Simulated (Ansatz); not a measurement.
## Run report: BN2H5, geometry relaxation (part 2 of 3)

Continued. System: BN2H5. Method: UKS BLYP-D4/def2-SVP (Ansatz 0.2.0). The run did not end well. It belongs to a series of runs on one base structure; here: end point B relaxed. The run did not end well; see the last part.

Geometry of the input (Å):
```
N  -0.7481  0.6081  -0.9762
B  0.0750  0.2593  0.1922
N  0.8331  -1.0366  0.1427
H  -0.7950  0.5988  0.8970
H  -1.2636  1.5464  -0.7600
H  0.1569  0.9882  1.1346
H  1.8983  -0.7870  0.2929
H  0.6133  -1.5766  0.9851
```

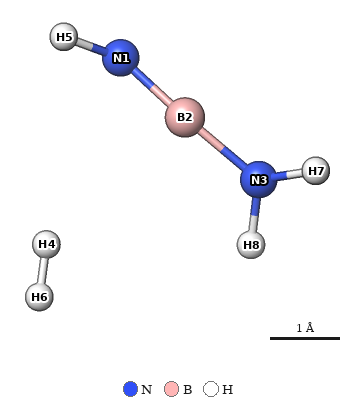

Figure 1. The geometry at step 12 of the log (ball-and-stick view, seen on its broad side; atoms are numbered from 1 in the order of the input).

```
Unfinished report: {"positions_ang":[[-0.40886601555832713,0.7006592449502572,-0.30764126792909174],[0.5009618274314778,-0.1983940182241225,-0.3711298069715843],[1.4228253688851011,-1.2376891211920964,-0.2774137579932332],[-1.5842193702575134,1.4363956550900052,1.782333564996798],[-0.7664362701495337,1.4763623968155746,-0.8529077468096277],[-1.9508405071059118,1.7371137790100823,2.390920990676634],[1.207575099367679,-2.1868234911926296,-0.5940151958167252],[2.348869867387028,-1.1270744452570713,0.1381432198468291]],"unchecked":["starts","cluster_reference","orbital_swaps","neighbouring_geometries","increment"],"mean_field":{"relativity":"none","state":{"energy":{"ev":-3733.7417865982684,"hartree":-137.21247983640544},"converged":true,"gradient_ev":0.00001572648652568721,"stability":{"kind":"minimum","curvature_ev":10.659488373529268},"curvature_floor_ev":0.00030000000000000003,"spin_squared":0.0},"others":[],"fillings":{"estimated":0,"unestimated":0,"tried":0,"untried":0,"excluded_magnetic_sites":0},"n_dropped_functions":0,"n_trapped_functions":0,"passes":{"evaluations":4,"products":24},"factors":{"origin":"density fitting in generated functions","count":788,"bound_ev":null},"gradient_stop_ev":0.00009,"reference_kind":"stationary","functional":{"name":"BLYP","citations":["Becke, Phys. Rev. A 38, 3098 (1988) doi:10.1103/PhysRevA.38.3098","Lee, Yang & Parr, Phys. Rev. B 37, 785 (1988) doi:10.1103/PhysRevB.37.785"],"text":"name \"BLYP\"\ncite \"Becke, Phys. Rev. A 38, 3098 (1988) doi:10.1103/PhysRevA.38.3098\"\ncite \"Lee, Yang & Parr, Phys. Rev. B 37, 785 (1988) doi:10.1103/PhysRevB.37.785\"\nparameter beta = 0.0042\nparameter a = 0.04918\nparameter b = 0.132\nparameter c = 0.2533\nparameter d = 0.349\nexchange = b88_x(beta = beta)\ncorrelation = lyp_c(a = a, b = b, c = c, d = d)\n","parameters":{"a":{"value":0.04918,"default":0.04918},"b":{"value":0.132,"default":0.132},"beta":{"value":0.0042,"default":0.0042},"c":{"value":0.2533,"default":0.2533},"d":{"value":0.349,"default":0.349}},"final_grid":{"core_spheres":13.0,"valence_spheres":11.0,"degree":36.0},"final_grid_parameter_source":"default","radial_points_factor":1.0,"radial_grid_error_ev":9.346635839739679e-7,"grid_sensitivity":"normal","grid_sensitivity_ratio":0.0018663373341989008},"unsmoothed_excess_ev":-0.00032725139211641803,"symmetry":{"irreps":["A"],"axes":[[0.9945414049947751,0.043189102362349754,0.09498471028619905],[-0.06538948869125355,0.9673642252133162,0.24480741521885513],[-0.08131179815817084,-0.2496821123240009,0.9649078890058417]],"occupied":[{"A":12},{"A":12}]},"density_repulsion":{"missed_ev":0.00004809844114249188,"excess_ev":0.00004809844114249188,"most_excess_ev":0.000312,"are_drawn_again":false,"n_first_factors":788,"energy_change_ev":0.0,"n_dropped_ends":0},"direct_passes":"host"},"factors":{"origin":"density fitting in generated functions","count":788,"bound_ev":null},"n_frozen":0,"n_occupied":[12,12],"n_virtual":[55,55],"reference":{"ev":-3733.7417865982684,"hartree":-137.21247983640544},"dispersion":{"energy":{"ev":-0.18566933734517396,"hartree":-0.006823222296238169},"switches_in_reach":[]},"total":{"ev":-3733.9274559356136,"hartree":-137.21930305870168},"forces_ev_per_angstrom":[[0.09052125767053709,-0.03400369705924988,-0.005746105994095628],[-0.017131924990374407,0.013379866134446014,0.016996672725043946],[-0.06114572369005767,-0.08832324540030317,-0.0422145714334308],[-0.015427923098982362,0.01278891764106915,0.02675922686806538],[-0.01242140371770937,-0.015274522932469482,0.004708874567358984],[0.012206462964910157,-0.013094171772868025,-0.027825106904272246],[0.06616641132050315,0.1359587770556155,0.05561683259354155],[-0.0627671564601606,-0.011431923666879064,-0.028295822423753284]],"charge_distribution":{"dipole_moment_e_ang":[0.4619552638313948,-0.36249866708691997,-0.23007047595859792],"mulliken_charges_e":[-0.05968737600897356,-0.1971753217276433,-0.07391052257817243,0.03084580439349227,0.1107884722845548,-0.06948423129729586,0.12950303223059134,0.12912014270343464],"lowdin_charges_e":[0.16476442311601502,-0.5132453015721303,0.2776212822736861,0.006267479920019081,0.025114432870427028,-0.03828385088032604,0.03976073484312537,0.038000799429196985]},"orbitals_path":"[file]","n_threads":2,"memory_gib":2.556818182580173,"seconds":{"hamiltonian":1.553411672,"orbitals":0.0,"second_order":0.0,"solver_start":0.0,"cycles":0.0,"cycle":0.0,"perturbative":0.0,"full_ci_increment":0.0,"forces":0.0}}
this run last wrote the structure of step 49 to [file]
Error: geometry relaxation did not converge after 50 steps: max|allowed force component| = 1.36e-1 eV/Å (threshold 2.0e-2). Raise `relax.max_steps` over both its present limit and 50, loosen `relax.f_tol`, or start from a geometry closer to equilibrium. Where this run's directory can be resumed (`checkpoint.write`), a resume goes on for up to `relax.max_steps` more
```

Trajectory as extended XYZ (Å, eV, eV/Å), 50 frames, from step=1 to step=50
```
8
Properties=species:S:1:pos:R:3:forces:R:3 step=1 energy=-3730.97819
N    -0.7481    0.6081   -0.9762    0.4131   1.1734   3.0024
B     0.0750    0.2593    0.1922    0.5237  -2.4565  -6.2485
N     0.8331   -1.0366    0.1427    2.2508   1.5358   0.8101
H    -0.7950    0.5988    0.8970   -2.1903   0.7810   1.3179
H    -1.2636    1.5464   -0.7600    0.7828  -1.1987  -0.4659
H     0.1569    0.9882    1.1346    0.2328   1.2390   1.7293
H     1.8983   -0.7870    0.2929   -2.0363  -0.6991  -0.4151
H     0.6133   -1.5766    0.9851    0.0235  -0.3748   0.2698
8
Properties=species:S:1:pos:R:3:forces:R:3 step=2 energy=-3731.45928
N    -0.8251    0.5886   -0.9243    0.5946   1.6418   1.2600
B     0.0236    0.2075    0.1511    0.5427  -1.6213  -3.0775
N     0.8555   -1.0392    0.1738    0.6437   0.8885   0.7306
H    -0.8900    0.5842    0.9032   -0.7803   0.6708   0.4496
H    -1.0999    1.6430   -0.7990    0.0487  -1.8014  -0.0560
H     0.1025    0.9661    1.1492   -0.0050   0.5662   1.0855
H     1.8867   -0.7852    0.1990   -1.0971  -0.3165  -0.2327
H     0.7165   -1.5644    1.0553    0.0527  -0.0281  -0.1594
8
Properties=species:S:1:pos:R:3:forces:R:3 step=3 energy=-3731.60744
N    -0.7321    0.6275   -0.9668   -1.3963   2.4764   0.8461
B     0.0550    0.1893    0.0755    0.5462  -1.0468  -0.4324
N     0.8678   -1.0506    0.2110    0.0169   0.5151   0.6095
H    -0.9302    0.6563    0.8204    0.6317   0.1661   0.2980
H    -1.1976    1.6217   -0.6783    1.1943  -2.2793  -1.0341
H     0.0815    0.9504    1.1761   -0.7161   0.0201   0.3851
H     1.8831   -0.8500    0.1477   -0.2971  -0.1423  -0.1221
H     0.7424   -1.5442    1.1227    0.0204   0.2907  -0.5502
8
Properties=species:S:1:pos:R:3:forces:R:3 step=4 energy=-3732.00386
N    -0.7361    0.6390   -0.9600   -0.0127   1.1166   0.7758
B     0.0814    0.1879    0.0528   -0.5905  -0.6858  -1.4042
N     0.8735   -1.0268    0.2267    0.1081   0.4112   0.6838
H    -0.9009    0.7220    0.8542    0.9223   0.0359   0.5308
H    -1.1696    1.5975   -0.7673    0.5258  -1.0966  -0.4036
H    -0.0425    0.8876    1.3164   -0.7646   0.1312   0.2909
H     1.8818   -0.9233    0.0313   -0.2544  -0.0547  -0.0650
H     0.7823   -1.4833    1.1542    0.0659   0.1423  -0.4084
8
Properties=species:S:1:pos:R:3:forces:R:3 step=5 energy=-3732.42081
N    -0.7260    0.6601   -0.9682    1.1897  -0.9113   0.5066
B     0.0824    0.1545   -0.0074   -0.7521  -0.6463  -2.5066
N     0.8834   -1.0017    0.2501    0.7544   0.3403   0.5081
H    -0.8365    0.7856    0.9076    0.1275   0.1478   0.8983
H    -1.1430    1.5673   -0.8306   -0.3739   0.7899  -0.0804
H    -0.1846    0.8519    1.4460   -0.2664   0.2533   0.7573
H     1.8760   -0.9799   -0.0728   -0.7763  -0.0334   0.2341
H     0.8182   -1.4373    1.1836    0.0971   0.0596  -0.3174
8
Properties=species:S:1:pos:R:3:forces:R:3 step=6 energy=-3732.88472
N    -0.7065    0.6698   -1.0060    1.0496  -1.5684   0.1116
B     0.0697    0.0991   -0.1129   -0.1066  -0.9634  -1.6938
N     0.9001   -0.9784    0.2723    1.2492   0.3175  -0.1751
H    -0.7861    0.8515    0.9845   -0.0048   0.1742   0.8269
H    -1.1301    1.5498   -0.8932   -0.7954   1.7278  -0.1187
H    -0.2922    0.8299    1.6075   -0.2076   0.2247   0.6677
H     1.8705   -1.0186   -0.1516   -1.2680  -0.0096   0.6872
H     0.8445   -1.4027    1.2077    0.0836   0.0972  -0.3057
8
Properties=species:S:1:pos:R:3:forces:R:3 step=7 energy=-3733.29592
N    -0.6953    0.6653   -1.0547    0.1813  -0.9287  -0.2914
B     0.0531    0.0289   -0.2317    0.9026  -1.4973  -0.2530
N     0.9199   -0.9647    0.2784    1.0351   0.5044  -0.9653
H    -0.7335    0.9110    1.0834    0.0166   0.1494   0.7817
H    -1.1218    1.5479   -0.9661   -0.6788   1.5213  -0.2293
H    -0.3816    0.8281    1.7808   -0.2453   0.2017   0.2443
H     1.8667   -1.0377   -0.1932   -1.2256  -0.0175   0.8680
H     0.8624   -1.3782    1.2114    0.0140   0.0667  -0.1549
8
Properties=species:S:1:pos:R:3:forces:R:3 step=8 energy=-3733.59469
N    -0.7082    0.6397   -1.0918   -0.1462  -0.5898  -0.1951
B     0.0412   -0.0456   -0.3259    1.1596  -1.2819   0.3120
N     0.9463   -0.9693    0.2488   -0.1183   0.7258  -1.0100
H    -0.7045    0.9556    1.2312   -0.2542   0.1754  -0.1791
H    -1.0824    1.5568   -1.0652   -0.4406   1.0921  -0.2322
H    -0.4717    0.8806    1.9456    0.0996   0.0547   0.7538
H     1.8661   -1.0403   -0.2085   -0.2260  -0.1023   0.3655
H     0.8828   -1.3770    1.1740   -0.0740  -0.0740   0.1851
8
Properties=species:S:1:pos:R:3:forces:R:3 step=9 energy=-3733.74466
N    -0.7297    0.6073   -1.1150    0.2201  -0.7880   0.2758
B     0.0494   -0.1119   -0.3940    0.0792   0.1318  -0.2430
N     0.9647   -0.9744    0.2077   -0.1835   0.2987  -0.6891
H    -0.7020    1.0088    1.3511    0.0408  -0.0043   0.6844
H    -1.0375    1.5581   -1.1620   -0.2071   0.5757  -0.1334
H    -0.5443    0.9309    2.1192   -0.1322   0.1270  -0.3958
H     1.8809   -1.0396   -0.2268    0.2792  -0.1632   0.0891
H     0.8882   -1.3785    1.1280   -0.0964  -0.1776   0.4121
8
Properties=species:S:1:pos:R:3:forces:R:3 step=10 energy=-3733.81169
N    -0.8010    0.5711   -1.0910    0.3023   0.1023  -0.0648
B     0.0930   -0.0999   -0.4618   -0.3353   0.0995  -0.1675
N     0.9675   -1.0006    0.1334    0.1391   0.1002  -0.4258
H    -0.6645    1.0049    1.5087   -0.0762   0.0410   0.3008
H    -0.9863    1.5449   -1.3206   -0.1019  -0.1651   0.1171
H    -0.6329    0.9995    2.2845    0.0096   0.0271  -0.1628
H     1.9175   -1.0672   -0.2194    0.2357  -0.1324  -0.1136
H     0.8766   -1.3521    1.0745   -0.1732  -0.0725   0.5167
8
Properties=species:S:1:pos:R:3:forces:R:3 step=11 energy=-3733.84271
N    -0.7445    0.5543   -1.1654    0.1700   0.1782   0.2585
B     0.1344   -0.1001   -0.4912   -0.5184   0.2219  -0.4138
N     0.9834   -1.0160    0.1073    0.5931  -0.0755  -0.2803
H    -0.7324    1.0538    1.5676   -0.0572   0.0115  -0.0948
H    -1.0247    1.5320   -1.2505    0.0651  -0.2487  -0.0374
H    -0.6605    1.0402    2.3286    0.0172   0.0205   0.1692
H     1.9347   -1.1421   -0.2560   -0.1730  -0.0326   0.1017
H     0.8794   -1.3217    1.0679   -0.0967  -0.0754   0.2969
8
Properties=species:S:1:pos:R:3:forces:R:3 step=12 energy=-3733.85633
N    -0.7588    0.5390   -1.1817    0.1290   0.3363   0.0361
B     0.1452   -0.1290   -0.5636    0.0726  -0.2041   0.1816
N     1.0142   -1.0327    0.0694    0.1911   0.2829  -0.5759
H    -0.7691    1.1230    1.6899   -0.0186  -0.0200   0.1257
H    -1.0039    1.5233   -1.3195    0.0586  -0.4210   0.0402
H    -0.7096    1.0748    2.4577   -0.0012   0.0254  -0.1107
H     1.9719   -1.1832   -0.2814   -0.4145   0.0183   0.1684
H     0.8801   -1.3145    1.0376   -0.0169  -0.0177   0.1347
8
Properties=species:S:1:pos:R:3:forces:R:3 step=13 energy=-3733.85895
N    -0.6653    0.5986   -1.1612   -0.5346   0.3771  -0.0913
B     0.1724   -0.1198   -0.5437    0.3394  -0.0883   0.0491
N     1.0373   -1.0197    0.0680    0.1867  -0.2259   0.1273
H    -0.8496    1.0595    1.7001   -0.0056   0.0098   0.0160
H    -1.0548    1.5186   -1.3173    0.0944  -0.0949  -0.1005
H    -0.7524    1.1192    2.4602   -0.0055  -0.0033  -0.0054
H     1.9007   -1.3490   -0.3674   -0.0733   0.0675   0.0265
H     0.9816   -1.2070    1.0696   -0.0015  -0.0419  -0.0218
8
Properties=species:S:1:pos:R:3:forces:R:3 step=14 energy=-3733.84210 accepted=F
N    -0.7642    0.5793   -0.9937    0.4665  -0.1176  -0.1273
B     0.1810   -0.1350   -0.5038   -0.2794   0.1516  -0.1947
N     1.0732   -1.0759    0.0159   -0.0735   0.0285   0.1287
H    -0.9132    1.1518    1.7066   -0.0031   0.0074   0.0062
H    -0.9667    1.5051   -1.3568   -0.0902  -0.1048   0.2327
H    -0.8177    1.2342    2.4648   -0.0079   0.0048   0.0146
H     1.9794   -1.2710   -0.4113   -0.0818  -0.0235  -0.0222
H     0.9982   -1.3879    0.9866    0.0694   0.0537  -0.0379
8
Properties=species:S:1:pos:R:3:forces:R:3 step=15 energy=-3733.87458
N    -0.6934    0.5740   -1.1441   -0.2089   0.1971  -0.0798
B     0.1936   -0.1211   -0.5589    0.0864  -0.1155   0.0386
N     1.0430   -1.0496    0.0384    0.0581  -0.0259   0.0463
H    -0.8922    1.1039    1.7788   -0.0056  -0.0010  -0.0227
H    -1.0044    1.5056   -1.3804    0.0153  -0.0080  -0.0208
H    -0.7953    1.1600    2.5380    0.0001   0.0001   0.0153
H     1.9099   -1.3491   -0.4067    0.0263  -0.0225   0.0192
H     1.0086   -1.2232    1.0432    0.0284  -0.0243   0.0040
8
Properties=species:S:1:pos:R:3:forces:R:3 step=16 energy=-3733.87243 accepted=F
N    -0.7133    0.5986   -1.0518   -0.0496   0.0399  -0.1336
B     0.1889   -0.1263   -0.5269    0.0744   0.0163  -0.0608
N     1.0659   -1.0535    0.0324    0.0526  -0.0806   0.1146
H    -0.9263    1.1029    1.7442    0.0107   0.0181   0.0712
H    -0.9864    1.5122   -1.3838   -0.0299   0.0012   0.0810
H    -0.8247    1.1938    2.5026   -0.0173  -0.0121  -0.0650
H     1.9075   -1.3814   -0.4429   -0.0727   0.0156  -0.0110
H     1.0581   -1.2458    1.0347    0.0318   0.0017   0.0036
8
Properties=species:S:1:pos:R:3:forces:R:3 step=17 energy=-3733.87669
N    -0.7117    0.5799   -1.1020    0.0376  -0.0159  -0.0129
B     0.1941   -0.1312   -0.5567    0.0299  -0.0321   0.0538
N     1.0605   -1.0579    0.0304   -0.0574   0.0736  -0.0756
H    -0.9166    1.1248    1.7683    0.0010  -0.0014   0.0114
H    -0.9913    1.5145   -1.3665    0.0015  -0.0176   0.0209
H    -0.8239    1.1825    2.5291   -0.0059   0.0008  -0.0165
H     1.9147   -1.3731   -0.4278    0.0001  -0.0116  -0.0272
H     1.0440   -1.2390    1.0335   -0.0069   0.0043   0.0462
8
Properties=species:S:1:pos:R:3:forces:R:3 step=18 energy=-3733.87741
N    -0.7068    0.5844   -1.0943    0.0083  -0.0145  -0.0100
B     0.1976   -0.1270   -0.5488    0.0210  -0.0185   0.0122
N     1.0648   -1.0537    0.0329   -0.0064   0.0269  -0.0285
H    -0.9234    1.1193    1.7627    0.0023   0.0005   0.0141
H    -0.9933    1.5144   -1.3647    0.0006   0.0053   0.0135
H    -0.8289    1.1844    2.5227   -0.0072  -0.0004  -0.0170
H     1.9045   -1.3893   -0.4395   -0.0306   0.0015   0.0079
H     1.0554   -1.2320    1.0373    0.0120  -0.0010   0.0079
8
Properties=species:S:1:pos:R:3:forces:R:3 step=19 energy=-3733.87801
N    -0.7030    0.5899   -1.0766    0.0167  -0.0347   0.0148
B     0.2048   -0.1247   -0.5404   -0.0171   0.0185  -0.0260
N     1.0750   -1.0525    0.0327    0.0856  -0.0349  -0.0221
H    -0.9424    1.1199    1.7539    0.0051   0.0016   0.0203
H    -0.9917    1.5180   -1.3508    0.0102   0.0066   0.0078
H    -0.8491    1.1948    2.5134   -0.0096  -0.0008  -0.0202
H     1.8880   -1.4241   -0.4638   -0.1066   0.0415   0.0656
H     1.0882   -1.2208    1.0397    0.0157   0.0023  -0.0401
8
Properties=species:S:1:pos:R:3:forces:R:3 step=20 energy=-3733.87856
N    -0.7040    0.5911   -1.0640    0.0237  -0.0277   0.0162
B     0.2086   -0.1261   -0.5383   -0.0193   0.0194  -0.0209
N     1.0810   -1.0557    0.0292    0.0889  -0.0364  -0.0233
H    -0.9555    1.1247    1.7535    0.0047   0.0006   0.0178
H    -0.9837    1.5210   -1.3433    0.0168  -0.0130   0.0127
H    -0.8692    1.2038    2.5133   -0.0091   0.0001  -0.0174
H     1.8766   -1.4472   -0.4804   -0.1127   0.0490   0.0667
H     1.1161   -1.2109    1.0381    0.0070   0.0079  -0.0519
8
Properties=species:S:1:pos:R:3:forces:R:3 step=21 energy=-3733.87942
N    -0.7064    0.5921   -1.0343    0.0051   0.0305  -0.0038
B     0.2170   -0.1300   -0.5330   -0.0001   0.0007  -0.0051
N     1.0942   -1.0641    0.0198    0.1338  -0.0686   0.0300
H    -0.9838    1.1350    1.7560    0.0019   0.0005   0.0192
H    -0.9603    1.5265   -1.3288    0.0272  -0.0635   0.0275
H    -0.9219    1.2265    2.5170   -0.0067   0.0005  -0.0190
H     1.8466   -1.5009   -0.5209   -0.1542   0.0810   0.1087
H     1.1845   -1.1846    1.0325   -0.0070   0.0189  -0.1575
8
Properties=species:S:1:pos:R:3:forces:R:3 step=22 energy=-3733.88029
N    -0.7047    0.5933   -1.0269    0.0201   0.0017   0.0403
B     0.2233   -0.1300   -0.5337    0.0019   0.0023   0.0108
N     1.1049   -1.0609    0.0182    0.0848  -0.0394  -0.0350
H    -0.9982    1.1367    1.7541    0.0008  -0.0009   0.0165
H    -0.9535    1.5315   -1.3129    0.0301  -0.0527  -0.0016
H    -0.9450    1.2321    2.5152   -0.0059   0.0015  -0.0164
H     1.8217   -1.5382   -0.5342   -0.1118   0.0736   0.0798
H     1.2214   -1.1639    1.0285   -0.0200   0.0139  -0.0944
```
